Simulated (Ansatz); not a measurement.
# Molecular dynamics of CH₈N₃Nb (part 2 of 3)

Continued. System: CH₈N₃Nb. Method: RKS BLYP-d4/def2-SVP (Ansatz 0.2.0). The geometry comes from this level: PBE0-D4/def2-TZVP.

Geometry of the input (Å):
```
C  -1.4470  0.1537  -1.1507
Nb 0.1482  -0.0830  0.3109
N  -0.6180  -0.6870  1.7592
N  1.3943  -1.4618  -0.3799
N  0.8941  1.7164  0.6806
H  -1.0379  0.5340  -2.0957
H  -1.9412  -0.8003  -1.3554
H  -2.2035  0.8616  -0.8003
H  -1.1075  -1.0331  2.5694
H  2.0548  -1.2998  -1.1291
H  1.5533  -2.3774  0.0124
H  0.8286  2.2260  1.5486
H  1.5025  2.2159  0.0448
```

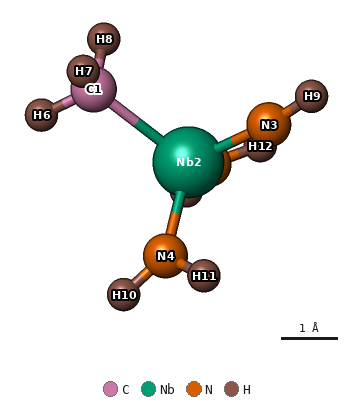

Figure 1. The geometry at step 11 of the log (ball-and-stick view, seen at a tilt; atoms are numbered from 1 in the order of the input).

Trajectory as extended XYZ, continued
```
13
Properties=species:S:1:pos:R:3:forces:R:3 step=3 time_fs=3.0 energy=-7183.71897 temperature=359.5
C    -1.4499    0.1415   -1.1566    1.1567  -2.2222  -1.3656
Nb    0.1469   -0.0853    0.3092    0.0391   1.1987  -1.0533
N    -0.6021   -0.6849    1.7603   -0.5289  -0.4547   1.0888
N     1.3696   -1.4294   -0.3744    1.7370  -1.2018  -1.2670
N     0.9055    1.7162    0.6902    0.6515   0.9360  -0.2723
H    -1.0424    0.4395   -2.1500    0.1732   0.3363   0.0643
H    -1.9773   -0.8259   -1.4178    0.0050   0.5772   0.5371
H    -2.0979    0.8872   -0.8059   -1.6925   1.4545   0.5708
H    -1.1038   -1.0039    2.5787   -0.2360  -0.1859   0.4140
H     2.0580   -1.3811   -1.1741   -0.7254   0.2328   0.7008
H     1.5650   -2.3272    0.0755   -0.0559  -0.2247   0.1467
H     0.8007    2.1428    1.6315    0.3090   0.1256  -0.6139
H     1.5602    2.2677    0.0569   -0.8327  -0.5717   1.0497
13
Properties=species:S:1:pos:R:3:forces:R:3 step=4 time_fs=4.0 energy=-7183.71360 temperature=352.9
C    -1.4488    0.1339   -1.1605    0.3643  -1.2280  -1.1896
Nb    0.1465   -0.0858    0.3084   -0.1107   1.4804  -1.0555
N    -0.5973   -0.6847    1.7617   -0.8786  -0.6941   1.6887
N     1.3632   -1.4195   -0.3741    2.1311  -2.0560  -1.1095
N     0.9100    1.7171    0.6928    0.4771   0.8948   0.1186
H    -1.0399    0.4142   -2.1703    0.0863   0.3445   0.3526
H    -1.9900   -0.8272   -1.4308   -0.0156   0.6647   0.6439
H    -2.0968    0.9258   -0.7951   -0.7914   0.3807   0.0209
H    -1.1098   -0.9995    2.5941    0.1033   0.0212  -0.1330
H     2.0494   -1.4046   -1.1801   -0.7847   0.3170   0.7452
H     1.5695   -2.3204    0.1016   -0.2052   0.3217  -0.1267
H     0.7960    2.1193    1.6537    0.3751   0.0563  -0.9325
H     1.5669    2.2766    0.0771   -0.7509  -0.5033   0.9769
13
Properties=species:S:1:pos:R:3:forces:R:3 step=5 time_fs=5.0 energy=-7183.68039 temperature=330.2
C    -1.4475    0.1254   -1.1653   -0.3004  -0.0889  -0.8914
Nb    0.1461   -0.0861    0.3076   -0.2883   1.7176  -0.9864
N    -0.5931   -0.6849    1.7643   -1.1057  -0.8417   2.0725
N     1.3582   -1.4111   -0.3746    2.2117  -2.6566  -0.7351
N     0.9149    1.7187    0.6956    0.0751   0.5203   0.5079
H    -1.0365    0.3922   -2.1873    0.0159   0.3572   0.5639
H    -2.0029   -0.8220   -1.4376   -0.1027   0.5828   0.6727
H    -2.1033    0.9680   -0.7841    0.0474  -0.6828  -0.4952
H    -1.1147   -0.9949    2.6083    0.3592   0.1662  -0.5395
H     2.0334   -1.4251   -1.1789   -0.6019   0.3808   0.5126
H     1.5719   -2.3105    0.1266   -0.3094   0.6734  -0.3301
H     0.7948    2.0963    1.6669    0.3855   0.0787  -0.9742
H     1.5665    2.2807    0.1066   -0.3864  -0.2070   0.6224
13
Properties=species:S:1:pos:R:3:forces:R:3 step=6 time_fs=6.0 energy=-7183.62279 temperature=291.1
C    -1.4464    0.1168   -1.1708   -0.6352   0.8328  -0.5928
Nb    0.1457   -0.0863    0.3066   -0.4809   1.8890  -0.8474
N    -0.5896   -0.6857    1.7684   -1.1265  -0.8500   2.1008
N     1.3547   -1.4045   -0.3755    1.9725  -2.8872  -0.2252
N     0.9198    1.7206    0.6987   -0.4876  -0.1297   0.7865
H    -1.0330    0.3736   -2.1989   -0.0203   0.3713   0.6590
H    -2.0168   -0.8113   -1.4380   -0.2417   0.3633   0.6321
H    -2.1093    1.0037   -0.7778    0.5862  -1.3969  -0.8239
H    -1.1163   -0.9887    2.6172    0.4512   0.2075  -0.6770
H     2.0116   -1.4420   -1.1729   -0.2105   0.4013   0.0294
H     1.5715   -2.2942    0.1483   -0.3388   0.7433  -0.4006
H     0.7974    2.0740    1.6708    0.3341   0.1838  -0.7096
H     1.5623    2.2829    0.1421    0.1975   0.2715   0.0687
13
Properties=species:S:1:pos:R:3:forces:R:3 step=7 time_fs=7.0 energy=-7183.57104 temperature=256.4
C    -1.4458    0.1088   -1.1768   -0.7048   1.4662  -0.3013
Nb    0.1452   -0.0863    0.3055   -0.6741   1.9830  -0.6508
N    -0.5870   -0.6871    1.7738   -0.9248  -0.7174   1.7477
N     1.3527   -1.3999   -0.3767    1.5115  -2.7341   0.2780
N     0.9244    1.7224    0.7023   -1.0016  -0.8365   0.7860
H    -1.0296    0.3585   -2.2041   -0.0167   0.3793   0.6250
H    -2.0330   -0.7971   -1.4323   -0.3993   0.0688   0.5423
H    -2.1097    1.0261   -0.7794    0.8450  -1.7395  -0.9652
H    -1.1135   -0.9805    2.6197    0.3584   0.1420  -0.5143
H     1.9878   -1.4550   -1.1665    0.2764   0.3701  -0.5798
H     1.5678   -2.2708    0.1663   -0.2818   0.5247  -0.3162
H     0.8032    2.0536    1.6680    0.2297   0.3445  -0.1797
H     1.5601    2.2876    0.1783    0.7822   0.7490  -0.4716
13
Properties=species:S:1:pos:R:3:forces:R:3 step=8 time_fs=8.0 energy=-7183.56190 temperature=251.0
C    -1.4457    0.1021   -1.1831   -0.6349   1.7833  -0.0208
Nb    0.1447   -0.0861    0.3044   -0.8557   2.0015  -0.4157
N    -0.5849   -0.6890    1.7805   -0.5369  -0.4747   1.0749
N     1.3516   -1.3972   -0.3776    1.0525  -2.2704   0.5180
N     0.9283    1.7237    0.7065   -1.1419  -1.2239   0.3744
H    -1.0264    0.3471   -2.2034    0.0238   0.3729   0.4691
H    -2.0530   -0.7823   -1.4215   -0.5156  -0.2049   0.4326
H    -2.1021    1.0318   -0.7903    0.8865  -1.7653  -0.9537
H    -1.1073   -0.9710    2.6173    0.1051  -0.0078  -0.0934
H     1.9666   -1.4644   -1.1657    0.6421   0.3043  -1.0454
H     1.5614   -2.2424    0.1812   -0.1415   0.0651  -0.0900
H     0.8111    2.0364    1.6634    0.1032   0.5073   0.4556
H     1.5653    2.2995    0.2099    1.0132   0.9125  -0.7057
13
Properties=species:S:1:pos:R:3:forces:R:3 step=9 time_fs=9.0 energy=-7183.61387 temperature=285.7
C    -1.4462    0.0967   -1.1893   -0.5110   1.6978   0.2045
Nb    0.1440   -0.0857    0.3032   -1.0131   1.9568  -0.1634
N    -0.5833   -0.6912    1.7879   -0.0665  -0.1884   0.2549
N     1.3513   -1.3961   -0.3782    0.8387  -1.6704   0.2713
N     0.9314    1.7241    0.7109   -0.7756  -1.0348  -0.2601
H    -1.0230    0.3393   -2.1982    0.0912   0.3440   0.2187
H    -2.0780   -0.7694   -1.4065   -0.5164  -0.3562   0.3305
H    -2.0859    1.0205   -0.8103    0.7272  -1.4795  -0.8022
H    -1.1001   -0.9615    2.6140   -0.2208  -0.1872   0.4420
H     1.9515   -1.4710   -1.1749    0.6778   0.2389  -1.0737
H     1.5536   -2.2133    0.1952    0.0539  -0.5036   0.2049
H     0.8200    2.0241    1.6632    0.0031   0.5910   0.9024
H     1.5802    2.3201    0.2348    0.7115   0.5914  -0.5296
13
Properties=species:S:1:pos:R:3:forces:R:3 step=10 time_fs=10.0 energy=-7183.68819 temperature=334.5
C    -1.4471    0.0928   -1.1954   -0.3261   1.1046   0.2990
Nb    0.1433   -0.0851    0.3020   -1.1327   1.8640   0.0856
N    -0.5817   -0.6935    1.7955    0.3099   0.0432  -0.4234
N     1.3516   -1.3961   -0.3786    0.9325  -1.1870  -0.3529
N     0.9340    1.7238    0.7151   -0.1511  -0.3902  -0.6460
H    -1.0188    0.3348   -2.1909    0.1670   0.2843  -0.0742
H    -2.1079   -0.7599   -1.3883   -0.3561  -0.3352   0.2445
H    -2.0628    0.9951   -0.8380    0.3314  -0.8206  -0.4975
H    -1.0950   -0.9539    2.6149   -0.4580  -0.3099   0.8326
H     1.9430   -1.4753   -1.1944    0.3858   0.1920  -0.6211
H     1.5464   -2.1891    0.2112    0.2416  -0.9458   0.4112
H     0.8290    2.0174    1.6716   -0.0369   0.5285   0.8920
H     1.6019    2.3464    0.2547    0.0927  -0.0280  -0.1499
13
Properties=species:S:1:pos:R:3:forces:R:3 step=11 time_fs=11.0 energy=-7183.71251 temperature=349.5
C    -1.4483    0.0897   -1.2013    0.0025  -0.0032   0.2009
Nb    0.1424   -0.0843    0.3008   -1.2040   1.7343   0.3169
N    -0.5798   -0.6958    1.8029    0.4306   0.1406  -0.6956
N     1.3525   -1.3969   -0.3792    1.1881  -1.0293  -0.9230
N     0.9365    1.7232    0.7189    0.3934   0.3691  -0.5294
H    -1.0129    0.3330   -2.1843    0.2225   0.1869  -0.3334
H    -2.1412   -0.7536   -1.3678   -0.0593  -0.1793   0.1620
H    -2.0365    0.9619   -0.8704   -0.3281   0.2575  -0.0405
H    -1.0943   -0.9491    2.6237   -0.4538  -0.3041   0.8342
H     1.9381   -1.4777   -1.2198   -0.0208   0.1510   0.0513
H     1.5415   -2.1739    0.2312    0.3508  -1.0311   0.3546
H     0.8376    2.0158    1.6885   -0.0281   0.3310   0.4320
H     1.6245    2.3724    0.2730   -0.4936  -0.6234   0.1699
13
Properties=species:S:1:pos:R:3:forces:R:3 step=12 time_fs=12.0 energy=-7183.64792 temperature=306.7
C    -1.4494    0.0866   -1.2070    0.4644  -1.3423  -0.0447
Nb    0.1414   -0.0833    0.2997   -1.2278   1.5758   0.5245
N    -0.5777   -0.6980    1.8097    0.2889   0.1096  -0.5470
N     1.3542   -1.3984   -0.3805    1.4109  -1.1947  -1.0957
N     0.9392    1.7229    0.7224    0.6956   0.9549  -0.0648
H    -1.0049    0.3329   -2.1809    0.2259   0.0525  -0.4834
H    -2.1751   -0.7490   -1.3458    0.2877   0.0177   0.0659
H    -2.0133    0.9311   -0.9033   -1.1174   1.5572   0.4678
H    -1.0979   -0.9473    2.6406   -0.2030  -0.1776   0.4379
H     1.9331   -1.4787   -1.2447   -0.3290   0.0989   0.6303
H     1.5399   -2.1685    0.2545    0.3599  -0.7360   0.0022
H     0.8460    2.0173    1.7096   -0.0111   0.0831  -0.2008
H     1.6424    2.3925    0.2931   -0.8451  -0.9992   0.3079
13
Properties=species:S:1:pos:R:3:forces:R:3 step=13 time_fs=13.0 energy=-7183.55703 temperature=248.2
C    -1.4502    0.0824   -1.2127    0.7457  -2.1851  -0.2167
Nb    0.1403   -0.0821    0.2986   -1.2145   1.3973   0.7096
N    -0.5754   -0.7002    1.8161    0.0369   0.0319  -0.2184
N     1.3569   -1.4007   -0.3825    1.4654  -1.4724  -0.8467
N     0.9424    1.7232    0.7258    0.7276   1.2119   0.4691
H    -0.9947    0.3334   -2.1821    0.1581  -0.1062  -0.4863
H    -2.2062   -0.7443   -1.3231    0.5882   0.1685  -0.0485
H    -2.0008    0.9153   -0.9316   -1.6005   2.4194   0.7764
H    -1.1035   -0.9472    2.6617    0.1470  -0.0090  -0.1220
H     1.9249   -1.4787   -1.2636   -0.4413   0.0311   0.9344
H     1.5417   -2.1702    0.2779    0.3073  -0.2654  -0.4896
H     0.8542    2.0196    1.7287   -0.0168  -0.1295  -0.7129
H     1.6522    2.4030    0.3160   -0.9030  -1.0924   0.2516
13
Properties=species:S:1:pos:R:3:forces:R:3 step=14 time_fs=14.0 energy=-7183.54780 temperature=240.6
C    -1.4504    0.0765   -1.2186    0.4891  -1.8495  -0.1135
Nb    0.1391   -0.0808    0.2976   -1.1758   1.2074   0.8771
N    -0.5730   -0.7023    1.8224   -0.1566  -0.0101   0.0196
N     1.3606   -1.4041   -0.3851    1.2925  -1.6349  -0.3215
N     0.9462    1.7244    0.7295    0.4913   1.0789   0.8942
H    -0.9830    0.3329   -2.1880    0.0241  -0.2666  -0.3589
H    -2.2317   -0.7380   -1.3009    0.7762   0.2264  -0.1723
H    -2.0037    0.9225   -0.9525   -1.3586   2.1835   0.6927
H    -1.1077   -0.9472    2.6815    0.4329   0.1235  -0.5840
H     1.9125   -1.4785   -1.2736   -0.3465  -0.0484   0.9027
H     1.5465   -2.1745    0.2965    0.2467   0.1415  -0.9141
H     0.8623    2.0207    1.7411   -0.0551  -0.2595  -0.9432
H     1.6534    2.4030    0.3414   -0.6602  -0.8922   0.0213
13
Properties=species:S:1:pos:R:3:forces:R:3 step=15 time_fs=15.0 energy=-7183.59978 temperature=272.2
C    -1.4502    0.0691   -1.2246   -0.1326  -0.5709   0.1697
Nb    0.1377   -0.0794    0.2966   -1.1178   1.0122   1.0314
N    -0.5708   -0.7044    1.8287   -0.1970   0.0261   0.0127
N     1.3652   -1.4086   -0.3880    0.8971  -1.5635   0.3336
N     0.9502    1.7263    0.7338    0.0071   0.5650   1.1277
H    -0.9711    0.3298   -2.1973   -0.1473  -0.4054  -0.1568
H    -2.2498   -0.7295   -1.2803    0.8230   0.1810  -0.2899
H    -2.0195    0.9507   -0.9668   -0.5683   1.0748   0.3509
H    -1.1077   -0.9460    2.6958    0.5635   0.1802  -0.7998
H     1.8967   -1.4787   -1.2749   -0.0762  -0.1305   0.5461
H     1.5537   -2.1773    0.3065    0.2125   0.3448  -1.1365
H     0.8698    2.0193    1.7444   -0.1220  -0.2906  -0.8424
H     1.6482    2.3945    0.3670   -0.1418  -0.4231  -0.3466
13
Properties=species:S:1:pos:R:3:forces:R:3 step=16 time_fs=16.0 energy=-7183.61046 temperature=279.0
C    -1.4501    0.0613   -1.2305   -0.6451   0.8617   0.4209
Nb    0.1362   -0.0779    0.2958   -1.0427   0.8123   1.1721
N    -0.5687   -0.7065    1.8351   -0.0592   0.1489  -0.2839
N     1.3704   -1.4141   -0.3906    0.3492  -1.2362   0.9618
N     0.9543    1.7286    0.7389   -0.6065  -0.1944   1.1016
H    -0.9606    0.3228   -2.2081   -0.3148  -0.5057   0.0515
H    -2.2599   -0.7192   -1.2625    0.7273   0.0398  -0.3857
H    -2.0408    0.9892   -0.9777    0.2506  -0.1368   0.0141
H    -1.1024   -0.9431    2.7025    0.5124   0.1528  -0.7228
H     1.8802   -1.4801   -1.2710    0.2917  -0.2005  -0.0377
H     1.5629   -2.1769    0.3055    0.2211   0.2942  -1.0998
H     0.8762    2.0152    1.7396   -0.2055  -0.2218  -0.4281
H     1.6417    2.3820    0.3892    0.5216   0.1857  -0.7639
13
Properties=species:S:1:pos:R:3:forces:R:3 step=17 time_fs=17.0 energy=-7183.55787 temperature=245.2
C    -1.4505    0.0541   -1.2360   -0.8325   1.9827   0.5707
Nb    0.1346   -0.0763    0.2951   -0.9497   0.6034   1.2926
N    -0.5666   -0.7085    1.8412    0.2352   0.3447  -0.8396
N     1.3758   -1.4206   -0.3925   -0.2046  -0.6868   1.3185
N     0.9579    1.7308    0.7448   -1.0578  -0.8727   0.7432
H    -0.9531    0.3110   -2.2185   -0.4385  -0.5585   0.2061
H    -2.2632   -0.7086   -1.2484    0.5121  -0.1767  -0.4478
H    -2.0597    1.0264   -0.9885    0.8148  -1.0083  -0.2010
H    -1.0921   -0.9387    2.7022    0.2960   0.0515  -0.3740
H     1.8665   -1.4835   -1.2674    0.6113  -0.2369  -0.6113
H     1.5742   -2.1737    0.2940    0.2797  -0.0084  -0.8007
H     0.8806    2.0089    1.7307   -0.2843  -0.0702   0.2003
H     1.6402    2.3712    0.4042    1.0182   0.6362  -1.0568
13
Properties=species:S:1:pos:R:3:forces:R:3 step=18 time_fs=18.0 energy=-7183.50297 temperature=209.0
C    -1.4515    0.0485   -1.2411   -0.7632   2.7045   0.6577
Nb    0.1329   -0.0746    0.2945   -0.8346   0.3817   1.3828
N    -0.5644   -0.7103    1.8467    0.6105   0.5756  -1.5347
N     1.3811   -1.4274   -0.3935   -0.5825  -0.0097   1.1501
N     0.9609    1.7324    0.7512   -1.0391  -1.1029   0.1044
H    -0.9498    0.2939   -2.2268   -0.4904  -0.5618   0.2682
H    -2.2615   -0.6997   -1.2386    0.2341  -0.4248  -0.4697
H    -2.0708    1.0539   -1.0012    1.1052  -1.4921  -0.3017
H    -1.0790   -0.9339    2.6983   -0.0187  -0.0921   0.1429
H     1.8587   -1.4891   -1.2697    0.7136  -0.2198  -0.8562
H     1.5882   -2.1705    0.2749    0.3814  -0.4938  -0.3088
H     0.8823    2.0019    1.7238   -0.3270   0.1112   0.8116
H     1.6484    2.3665    0.4090    1.0110   0.6241  -1.0466
```
